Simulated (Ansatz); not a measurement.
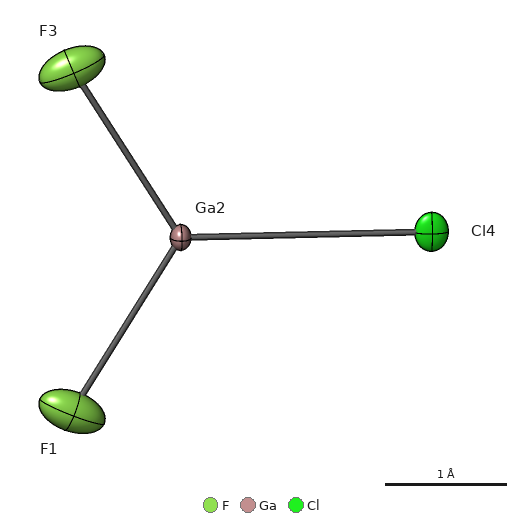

Displacement ellipsoids at the 50 % level, enlarged 3 times, from the internal vibrations of the free molecule (harmonic, no overall translation or rotation; no half-axis is drawn under 0.075 Å). Vibrations computed with RKS PBE0-D4/def2-TZVP (Ansatz 0.2.0). Temperature: 100 K.

List U_eq and the three principal root-mean-square amplitudes for each kind of atom.

| atom | U_eq (Å²) | rms amplitudes (Å) |
| --- | --- | --- |
| F1, F3 | 0.0021 | 0.035, 0.036, 0.062 |
| Ga2 | 0.00055 | 0.019, 0.024, 0.027 |
| Cl4 | 0.00082 | 0.016, 0.030, 0.036 |
